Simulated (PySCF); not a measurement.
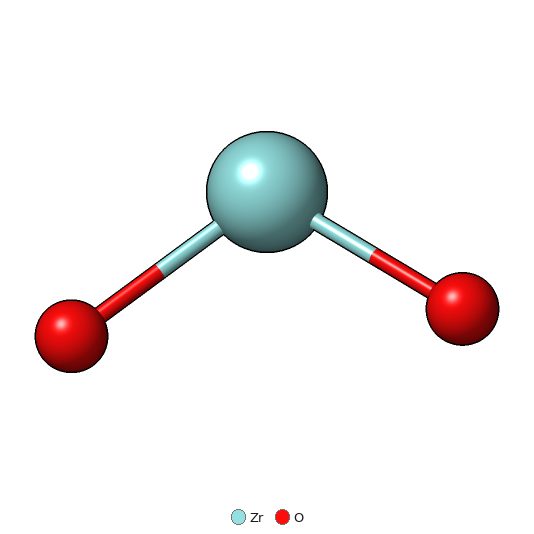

Charge 0, singlet. The geometry was computed by an optimisation with PBE0/def2-TZVP with core potentials.

Describe the coordination sphere.

Answer. Zr binds 2 atoms: 2 O at 1.76 Å. The arrangement is bent.

What are the formal oxidation state of the metal and its number of d electrons?

Answer. Zr(IV), d⁰, counting the ligands as closed-shell ions or neutral donors.

The search tried a few shapes and spins; others may lie lower.
